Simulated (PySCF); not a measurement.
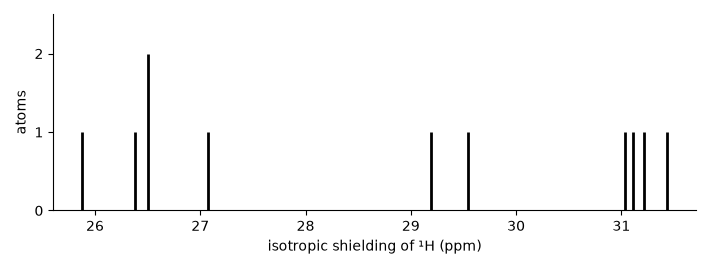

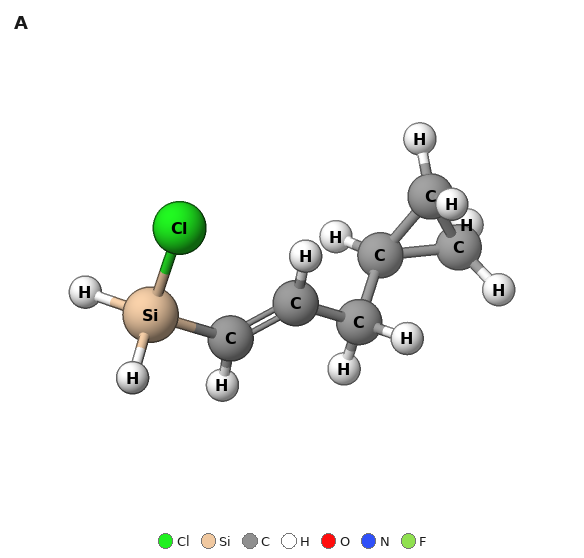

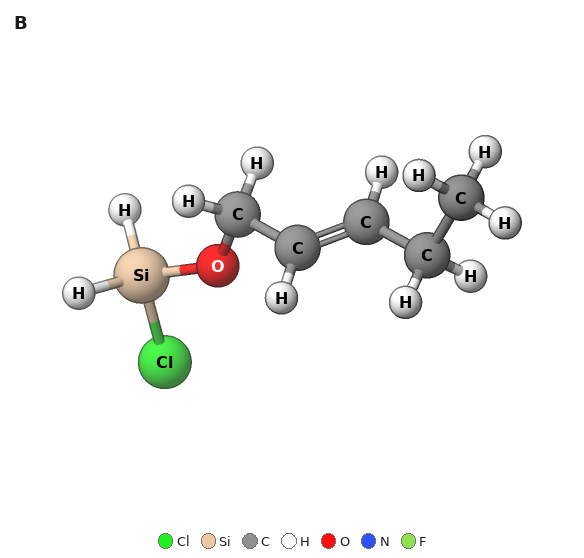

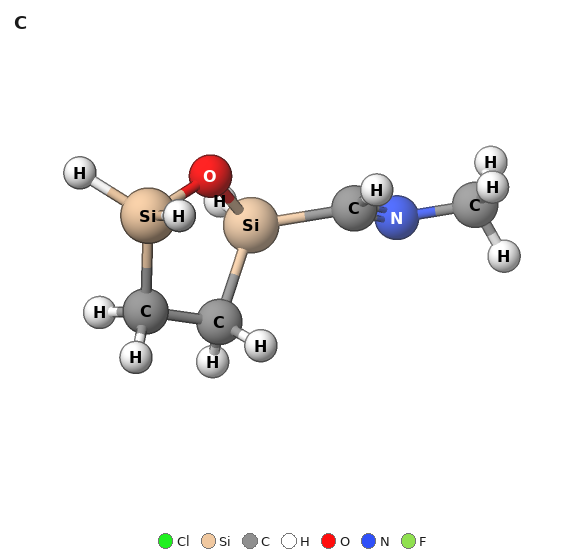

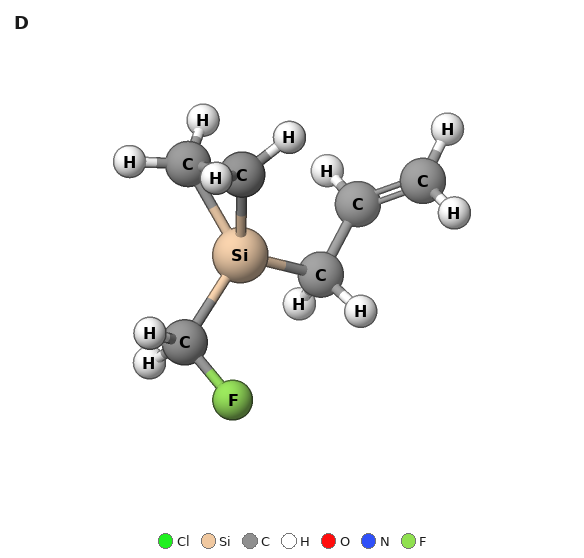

The sticks are computed shieldings of one of the molecules, for one fixed geometry (GFN2-xTB) without averaging over rotations. Low shielding means a high chemical shift. Method: GIAO PBE0/pcSseg-1 NMR shielding, non-relativistic, gas phase (PySCF 2.14.0).

Match the spectrum to a structure.

D, `C=CC[Si]1(CF)CC1`. Its 11 H atoms give lines at 25.88, 26.38, 26.50 (2 atoms), 27.07, 29.19, 29.54, 31.03, 31.11, 31.22, 31.43 ppm.

The geometry is semi-empirical. Around Si such bond lengths and angles can be off by a tenth of an ångström or more and by several degrees, and values that hang on the shape move with them.
